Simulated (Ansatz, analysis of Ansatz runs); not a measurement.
# Migration in Li5NbO5 (C2/m): V_Li hop (2.6 Å), charge −1

Wanted: path and barrier of a jump of Li in Li5NbO5 (C2/m) at charge −1. The case: V_Li hop (2.6 Å), in a cell of 88 host atoms with 1 Li taken out.

Calculated with Ansatz 0.2.0; plane-wave PAW DFT, PBEsol; nudged elastic band between two relaxed defect structures at fixed charge in a uniform background.

## 1. Starting point

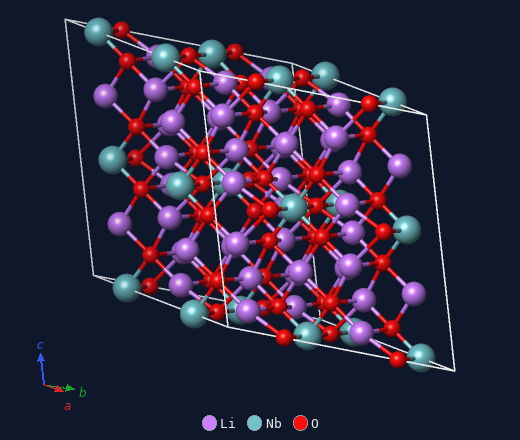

Start, viewed slightly off an axis; lithium purple, niobium teal, oxygen red. Some periodic images of atoms are drawn too.

The cell holds 87 atoms: 39 Li, 8 Nb and 40 O. Cell: a = 10.448 Å, b = 10.448 Å, c = 11.553 Å, α = 107.3°, β = 107.3°, γ = 45.1°. It derives from Li5NbO5 (space group C2/m). Nearest the centre at fractional (0.250, 0.500, 0.499): Li36 at 1.29 Å, O17 at 1.54 Å, O32 at 1.54 Å, Li26 at 2.35 Å, Li11 at 2.37 Å, O7 at 2.49 Å, O42 at 2.51 Å, O41 at 2.60 Å. The cell carries charge −1.

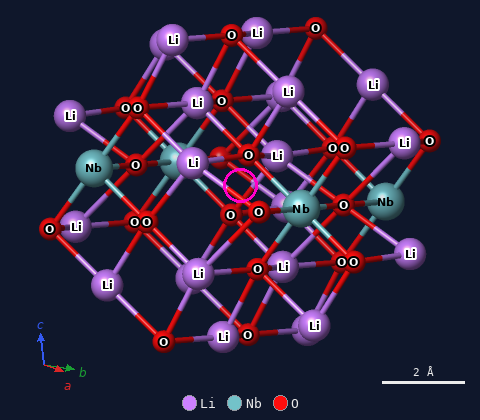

The atoms within 5 Å of the centre. A ring marks the middle of the ideal hop wherever no atom is near it.

The cell's shortest repeat is 8.0 Å.

## 2. Relaxation of the start point, charge −1

The ends come first: from an unrelaxed start the top is counted from too high an energy, and the barrier comes out too low. Small random displacements break the symmetry of the ideal sites, so that the defect can distort if it gains by it. The charge of −1 is set by the electron count, and a uniform background keeps the cell neutral.

Contents of qm1.start/input.yaml:

```yaml
crystal:
  lattice:
    - [9.64854378, -4.00795932, 0.00669279]
    - [9.64854378, 4.00795932, 0.00669279]
    - [-3.7205883, 0.0, 10.93780668]
  atoms:
    - { symbol: Li, position: [0.35558637, 0.35558637, 0.17163026] }
    - { symbol: Li, position: [0.0, 0.0, 0.25] }
    - { symbol: Li, position: [0.1547062, 0.1547062, 0.06894537] }
    - { symbol: Li, position: [0.14441363, 0.14441363, 0.32836974] }
    - { symbol: Nb, position: [0.0, 0.0, 0.0] }
    - { symbol: O, position: [0.42680537, 0.42680537, 0.08691874] }
    - { symbol: O, position: [0.42117347, 0.42117347, 0.34089219] }
    - { symbol: O, position: [0.25, 0.25, 0.0] }
    - { symbol: O, position: [0.07882653, 0.07882653, 0.15910781] }
    - { symbol: O, position: [0.07319463, 0.07319463, 0.41308126] }
    - { symbol: Li, position: [0.35558637, 0.35558637, 0.67163026] }
    - { symbol: Li, position: [0.3452938, 0.3452938, 0.93105463] }
    - { symbol: Li, position: [0.0, 0.0, 0.75] }
    - { symbol: Li, position: [0.1547062, 0.1547062, 0.56894537] }
    - { symbol: Li, position: [0.14441363, 0.14441363, 0.82836974] }
    - { symbol: Nb, position: [0.0, 0.0, 0.5] }
    - { symbol: O, position: [0.42680537, 0.42680537, 0.58691874] }
    - { symbol: O, position: [0.42117347, 0.42117347, 0.84089219] }
    - { symbol: O, position: [0.25, 0.25, 0.5] }
    - { symbol: O, position: [0.07882653, 0.07882653, 0.65910781] }
    - { symbol: O, position: [0.07319463, 0.07319463, 0.91308126] }
    - { symbol: Li, position: [0.35558637, 0.85558637, 0.17163026] }
    - { symbol: Li, position: [0.3452938, 0.8452938, 0.43105463] }
    - { symbol: Li, position: [0.0, 0.5, 0.25] }
    - { symbol: Li, position: [0.1547062, 0.6547062, 0.06894537] }
    - { symbol: Li, position: [0.14441363, 0.64441363, 0.32836974] }
    - { symbol: Nb, position: [0.0, 0.5, 0.0] }
    - { symbol: O, position: [0.42680537, 0.92680537, 0.08691874] }
    - { symbol: O, position: [0.42117347, 0.92117347, 0.34089219] }
    - { symbol: O, position: [0.25, 0.75, 0.0] }
    - { symbol: O, position: [0.07882653, 0.57882653, 0.15910781] }
    - { symbol: O, position: [0.07319463, 0.57319463, 0.41308126] }
    - { symbol: Li, position: [0.35558637, 0.85558637, 0.67163026] }
    - { symbol: Li, position: [0.3452938, 0.8452938, 0.93105463] }
    - { symbol: Li, position: [0.0, 0.5, 0.75] }
    - { symbol: Li, position: [0.1547062, 0.6547062, 0.56894537] }
    - { symbol: Li, position: [0.14441363, 0.64441363, 0.82836974] }
    - { symbol: Nb, position: [0.0, 0.5, 0.5] }
    - { symbol: O, position: [0.42680537, 0.92680537, 0.58691874] }
    - { symbol: O, position: [0.42117347, 0.92117347, 0.84089219] }
    - { symbol: O, position: [0.25, 0.75, 0.5] }
    - { symbol: O, position: [0.07882653, 0.57882653, 0.65910781] }
    - { symbol: O, position: [0.07319463, 0.57319463, 0.91308126] }
    - { symbol: Li, position: [0.85558637, 0.35558637, 0.17163026] }
    - { symbol: Li, position: [0.8452938, 0.3452938, 0.43105463] }
    - { symbol: Li, position: [0.5, 0.0, 0.25] }
    - { symbol: Li, position: [0.6547062, 0.1547062, 0.06894537] }
    - { symbol: Li, position: [0.64441363, 0.14441363, 0.32836974] }
    - { symbol: Nb, position: [0.5, 0.0, 0.0] }
    - { symbol: O, position: [0.92680537, 0.42680537, 0.08691874] }
    - { symbol: O, position: [0.92117347, 0.42117347, 0.34089219] }
    - { symbol: O, position: [0.75, 0.25, 0.0] }
    - { symbol: O, position: [0.57882653, 0.07882653, 0.15910781] }
    - { symbol: O, position: [0.57319463, 0.07319463, 0.41308126] }
    - { symbol: Li, position: [0.85558637, 0.35558637, 0.67163026] }
    - { symbol: Li, position: [0.8452938, 0.3452938, 0.93105463] }
    - { symbol: Li, position: [0.5, 0.0, 0.75] }
    - { symbol: Li, position: [0.6547062, 0.1547062, 0.56894537] }
    - { symbol: Li, position: [0.64441363, 0.14441363, 0.82836974] }
    - { symbol: Nb, position: [0.5, 0.0, 0.5] }
    - { symbol: O, position: [0.92680537, 0.42680537, 0.58691874] }
    - { symbol: O, position: [0.92117347, 0.42117347, 0.84089219] }
    - { symbol: O, position: [0.75, 0.25, 0.5] }
    - { symbol: O, position: [0.57882653, 0.07882653, 0.65910781] }
    - { symbol: O, position: [0.57319463, 0.07319463, 0.91308126] }
    - { symbol: Li, position: [0.85558637, 0.85558637, 0.17163026] }
    - { symbol: Li, position: [0.8452938, 0.8452938, 0.43105463] }
    - { symbol: Li, position: [0.5, 0.5, 0.25] }
    - { symbol: Li, position: [0.6547062, 0.6547062, 0.06894537] }
    - { symbol: Li, position: [0.64441363, 0.64441363, 0.32836974] }
    - { symbol: Nb, position: [0.5, 0.5, 0.0] }
    - { symbol: O, position: [0.92680537, 0.92680537, 0.08691874] }
    - { symbol: O, position: [0.92117347, 0.92117347, 0.34089219] }
    - { symbol: O, position: [0.75, 0.75, 0.0] }
    - { symbol: O, position: [0.57882653, 0.57882653, 0.15910781] }
    - { symbol: O, position: [0.57319463, 0.57319463, 0.41308126] }
    - { symbol: Li, position: [0.85558637, 0.85558637, 0.67163026] }
    - { symbol: Li, position: [0.8452938, 0.8452938, 0.93105463] }
    - { symbol: Li, position: [0.5, 0.5, 0.75] }
    - { symbol: Li, position: [0.6547062, 0.6547062, 0.56894537] }
    - { symbol: Li, position: [0.64441363, 0.64441363, 0.82836974] }
    - { symbol: Nb, position: [0.5, 0.5, 0.5] }
    - { symbol: O, position: [0.92680537, 0.92680537, 0.58691874] }
    - { symbol: O, position: [0.92117347, 0.92117347, 0.84089219] }
    - { symbol: O, position: [0.75, 0.75, 0.5] }
    - { symbol: O, position: [0.57882653, 0.57882653, 0.65910781] }
    - { symbol: O, position: [0.57319463, 0.57319463, 0.91308126] }
total_charge: -1
basis:
  ecutwfc: 420
  xc_grid: 2
hamiltonian:
  xc: pbesol
kpoints:
  mp_grid: { grid: [1, 1, 1], shift: [0.25, 0.25, 0.25] }
scf:
  occupations: { method: fixed }
  max_iter: 150
output:
  forces: true
relax:
  f_tol: 0.02
  max_steps: 70
  random_displacement: { amplitude: 0.03, seed: 6596 }
```

The run is started by

```bash
> ansatz run input.yaml --threads 32 --pin off --max-ram 84787MiB --backend cuda --events-out ev --progress --plain --runs-dir out --max-vram 78GiB
```

Numbers of over 12 decimals in the logs are rounded to 6 here.

Output:

```text
[... repeated set-up lines and file paths are left out, and long positions are rounded to six places ...]
The last accepted step is kept in <dir> (removed where the run ends without a failure and the disk answers)
Engine: ansatz 0.2.0, aarch64-unknown-linux-gnu
Pseudopotentials: kind: paw
Pseudopotential: Li, paw, valence charge 3, recommended cutoff 420 eV (normal), Li.paw.azcp
Pseudopotential: Nb, paw, valence charge 13, recommended cutoff 420 eV (normal), Nb.paw.azcp
Pseudopotential: O, paw, valence charge 6, recommended cutoff 420 eV (normal), O.paw.azcp
Functional definition: PBEsol
  exchange = pbesol_x
  correlation = pbesol_c
[...]
Crystal: 87 atoms, lattice volume = 846.151 Å³
Basis set: ecut = 420 eV, 16581 PW (Γ), exchange–correlation on 144×144×160 points (8 copies of the dense FFT grid, shifted against one another)
Bands: 318, of which v1, the nominal top of the filled ones, is band 231 counted from 1 (230 counted from 0)
Symmetry: 1 space group operations
k-points: 1
Non-local potential: Li, projectors of the file, l = 0: 3, l = 1: 2, l = 2: 1
Non-local potential: Nb, projectors of the file, l = 0: 3, l = 1: 2, l = 2: 2, l = 3: 1
Non-local potential: O, projectors of the file, l = 0: 2, l = 1: 2, l = 2: 1
PAW form: soft (Blöchl's): semilocal exchange-correlation on the pseudo side does not see the compensation charge
PAW frozen core: Nb, regenerated for the run's functional, and the local potential with it (the file was generated under x = pbe(κ = 0.804, μ = 0.219515), c = pbe(β = 0.066725))
PAW frozen core: O, regenerated for the run's functional, and the local potential with it (the file was generated under x = pbe(κ = 0.804, μ = 0.219515), c = pbe(β = 0.066725))
PAW one-centre angular grid: Li, 110 points (default); XC on 64 Gauss nodes
PAW one-centre angular grid: Nb, 590 points (default); XC on 64 Gauss nodes
PAW one-centre angular grid: O, 110 points (default); XC on 64 Gauss nodes
Initial density: superposition of atomic densities (neutral atoms scaled as one to the charged cell's electrons: chi_scale 0, normalization atom), corrected by the library's trained network
Initial wavefunctions: pseudopotential atomic-orbital guess
[...]
Functional: x = pbesol(κ = 0.804, μ = 0.123457), c = pbesol(β = 0.046)
SCF iter   1: F=—  HF=-66404.465629 eV  |F-HF|=—  |Δ(HF+E_count)|=         —  Δρ=1.73e-2  dr2=1.99e0  ethr=1.77e-3  ⟨swp⟩=5.0  Hψ=911  notcnv=0  defer=85
preconditioner: auto → Resta (q_TF=auto, 2.467 Å⁻¹)  ε∞=4.0  [insulator: Δε(μ)=2.468 eV  Ē_g=13.083 eV  n_scr=206 (ndim 8)  ℏωp=22.8 eV  f_vac=0.087  ε∞_Penn≈4.0]
SCF iter   2: F=—  HF=-66403.991155 eV  |F-HF|=—  |Δ(HF+E_count)|=   4.74e-1  Δρ=5.36e-3  dr2=2.44e-1  ethr=4.30e-4  ⟨swp⟩=2.0  Hψ=466  notcnv=0  defer=83
SCF iter   3: F=—  HF=-66403.943471 eV  |F-HF|=—  |Δ(HF+E_count)|=   4.77e-2  Δρ=2.08e-3  dr2=3.22e-2  ethr=5.29e-5  ⟨swp⟩=2.0  Hψ=357  notcnv=0  defer=67
automatic band count: iteration 3 solves 300 bands in place of 318: the levels show a gap, and the empty bands left out lie too high to hold charge; the band table lists the bands solved (type scf.n_extra_bands for more)
[...]
SCF 1 converged in 8 iterations: F = -66403.937007 eV  dr2 = 4.84e-6
  greatest PAW one-centre occupation: 1.000 electrons in one spin orbital (limit 2), on the Li atom at site 36 (counted from 0), in its partial waves of l = 0
relax step   1: F+E_penalty+E_count = -66403.93700652 eV  Δ(F+E_penalty+E_count) = +0.000e0 eV  max|allowed force component| = 2.655e0 eV/Å  Δτ_max = 0.0000 Å  (8 SCF iters, dr2 threshold 1.00e-5 eV, accepted)
[... the SCF cycles and remarks between the steps are left out from here to the last step ...]
relax step   2: F+E_penalty+E_count = -66404.80308958 eV  Δ(F+E_penalty+E_count) = -8.661e-1 eV  max|allowed force component| = 7.170e-1 eV/Å  Δτ_max = 0.1194 Å  (6 SCF iters, dr2 threshold 1.00e-4 eV, accepted)
relax step   3: F+E_penalty+E_count = -66405.01471720 eV  Δ(F+E_penalty+E_count) = -2.116e-1 eV  max|allowed force component| = 5.493e-1 eV/Å  Δτ_max = 0.2000 Å  (7 SCF iters, dr2 threshold 3.21e-5 eV, accepted)
relax step   4: F+E_penalty+E_count = -66405.03241263 eV  Δ(F+E_penalty+E_count) = -1.770e-2 eV  max|allowed force component| = 2.522e-1 eV/Å  Δτ_max = 0.1176 Å  (7 SCF iters, dr2 threshold 2.20e-5 eV, accepted)
relax step   5: F+E_penalty+E_count = -66405.06443796 eV  Δ(F+E_penalty+E_count) = -3.203e-2 eV  max|allowed force component| = 1.078e-1 eV/Å  Δτ_max = 0.0731 Å  (7 SCF iters, dr2 threshold 1.34e-5 eV, accepted)
relax step   6: F+E_penalty+E_count = -66405.08887339 eV  Δ(F+E_penalty+E_count) = -2.444e-2 eV  max|allowed force component| = 4.115e-2 eV/Å  Δτ_max = 0.0526 Å  (7 SCF iters, dr2 threshold 2.13e-6 eV, accepted)
relax step   7: F+E_penalty+E_count = -66405.09708395 eV  Δ(F+E_penalty+E_count) = -8.211e-3 eV  max|allowed force component| = 5.898e-2 eV/Å  Δτ_max = 0.1241 Å  (9 SCF iters, accepted)
relax step   8: F+E_penalty+E_count = -66405.09921320 eV  Δ(F+E_penalty+E_count) = -2.129e-3 eV  max|allowed force component| = 9.025e-2 eV/Å  Δτ_max = 0.0211 Å  (7 SCF iters, dr2 threshold 5.06e-7 eV, accepted)
relax step   9: F+E_penalty+E_count = -66405.10347144 eV  Δ(F+E_penalty+E_count) = -4.258e-3 eV  max|allowed force component| = 1.560e-2 eV/Å  Δτ_max = 0.0438 Å  (6 SCF iters, dr2 threshold 8.14e-6 eV, accepted)
[...]
relax step  10: F+E_penalty+E_count = -66405.10347266 eV  Δ(F+E_penalty+E_count) = -1.213e-6 eV  max|allowed force component| = 1.537e-2 eV/Å  Δτ_max = 0.0000 Å  (4 SCF iters, accepted)
[...]
- { symbol: O, position: [0.080672, 0.575571, 0.158877] }
    - { symbol: O, position: [0.053598, 0.588098, 0.411986] }
    - { symbol: Li, position: [0.362502, 0.851601, 0.671706] }
    - { symbol: Li, position: [0.342328, 0.846773, 0.931727] }
    - { symbol: Li, position: [0.001530, 0.499107, 0.746520] }
    - { symbol: Li, position: [0.164290, 0.644010, 0.562727] }
    - { symbol: Li, position: [0.141415, 0.644009, 0.824745] }
    - { symbol: Nb, position: [0.015340, 0.487479, 0.498062] }
    - { symbol: O, position: [0.426983, 0.925902, 0.589307] }
    - { symbol: O, position: [0.420953, 0.919935, 0.842402] }
    - { symbol: O, position: [0.245816, 0.741792, 0.495953] }
    - { symbol: O, position: [0.084021, 0.575541, 0.657411] }
    - { symbol: O, position: [0.071434, 0.574950, 0.911749] }
    - { symbol: Li, position: [0.853073, 0.357300, 0.172096] }
    - { symbol: Li, position: [0.848113, 0.347755, 0.433773] }
    - { symbol: Li, position: [0.497928, 0.003358, 0.251695] }
    - { symbol: Li, position: [0.649478, 0.155593, 0.069577] }
    - { symbol: Li, position: [0.637869, 0.150449, 0.331984] }
    - { symbol: Nb, position: [0.486363, 0.012394, -0.000539] }
    - { symbol: O, position: [0.927035, 0.427529, 0.086980] }
    - { symbol: O, position: [0.922500, 0.420363, 0.339643] }
    - { symbol: O, position: [0.753321, 0.258052, 0.001517] }
    - { symbol: O, position: [0.575980, 0.080671, 0.158780] }
    - { symbol: O, position: [0.592459, 0.049743, 0.411393] }
    - { symbol: Li, position: [0.856821, 0.358106, 0.671933] }
    - { symbol: Li, position: [0.842018, 0.347068, 0.931790] }
    - { symbol: Li, position: [0.499198, 0.000490, 0.746555] }
    - { symbol: Li, position: [0.648221, 0.159227, 0.562612] }
    - { symbol: Li, position: [0.639381, 0.145547, 0.824444] }
    - { symbol: Nb, position: [0.512082, -0.009701, 0.498206] }
    - { symbol: O, position: [0.930070, 0.423829, 0.589020] }
    - { symbol: O, position: [0.920678, 0.420667, 0.842469] }
    - { symbol: O, position: [0.745920, 0.240019, 0.495086] }
    - { symbol: O, position: [0.575950, 0.083486, 0.657100] }
    - { symbol: O, position: [0.572532, 0.073566, 0.911518] }
    - { symbol: Li, position: [0.853797, 0.858058, 0.173321] }
    - { symbol: Li, position: [0.851601, 0.846673, 0.427956] }
    - { symbol: Li, position: [0.502843, 0.502591, 0.252556] }
    - { symbol: Li, position: [0.649906, 0.655248, 0.070778] }
    - { symbol: Li, position: [0.647801, 0.643264, 0.332641] }
    - { symbol: Nb, position: [0.487036, 0.511385, -0.000823] }
    - { symbol: O, position: [0.925770, 0.927375, 0.085785] }
    - { symbol: O, position: [0.923519, 0.921412, 0.338246] }
    - { symbol: O, position: [0.751914, 0.757120, -0.001535] }
    - { symbol: O, position: [0.578326, 0.578961, 0.159932] }
    - { symbol: O, position: [0.576453, 0.573347, 0.416064] }
    - { symbol: Li, position: [0.857750, 0.852721, 0.667785] }
    - { symbol: Li, position: [0.841519, 0.846437, 0.930579] }
    - { symbol: Li, position: [0.505095, 0.504287, 0.748504] }
    - { symbol: Li, position: [0.658457, 0.653423, 0.570300] }
    - { symbol: Li, position: [0.641925, 0.645404, 0.826238] }
    - { symbol: Nb, position: [0.508395, 0.487559, 0.497791] }
    - { symbol: O, position: [0.928220, 0.925827, 0.587089] }
    - { symbol: O, position: [0.920625, 0.921134, 0.841060] }
    - { symbol: O, position: [0.744671, 0.740539, 0.510053] }
    - { symbol: O, position: [0.581467, 0.578089, 0.658402] }
    - { symbol: O, position: [0.573078, 0.574751, 0.913346] }
```

Elapsed: 5.8 s, on 1 × NVIDIA GB200 with 32 threads of Arm Neoverse V2, shared host; peak memory 1.3 GiB; 28 s of CPU time.

Step by step:

```
step  energy less that of the first step (eV)  largest force component (eV/Å)
   1                                   0.0000                          2.6551
   5                                  -1.1274                          0.1078
   9                                  -1.1665                          0.0156
  10                                  -1.1665                          0.0154
```

The atoms that moved most (Å, from the sites as typed, ahead of the random displacement, the mean shift of all atoms taken out):

```
atom      dx      dy      dz  length
 O85  -0.182  -0.016   0.112   0.214
 O19  -0.186  -0.024   0.040   0.192
 O54  -0.036  -0.171  -0.016   0.175
  O7   0.141   0.000  -0.069   0.157
 O32  -0.043   0.139  -0.010   0.146
 O63  -0.119  -0.023  -0.052   0.132
Nb38   0.033  -0.111  -0.019   0.117
 O41  -0.106  -0.016  -0.042   0.115
```

Neighbours of Li36 at the end:

```
atom  distance (Å)
 O32         1.966
 O17         2.001
 O42         2.066
 O41         2.110
 O83         2.122
Li11         2.593
Li67         2.599
Li26         2.607
```

Read from the output:

```yaml
free_energy: -66405.1035 eV
r_m_s_move_of_the_farther_half_of_the_atoms: 0.04948 Å
largest_move_from_the_ideal_geometry_of_this_structure_a_common_shift_of_the_far_atoms_taken_out: 0.2137 Å
```

The relaxation gained 1.166 eV and ended with a largest force component of 0.015 eV/Å.

[end of part 1 of 5]

[Logs are printed without paths, hosts, clocks, repeated set-up lines and the standing remarks that a program may print on its own settings, such as how far it seeks lower states.]

[Hosts, paths, dates, database ids (printed as entryN), source tags and the programs' standing remarks are cut or masked in the printed files.]
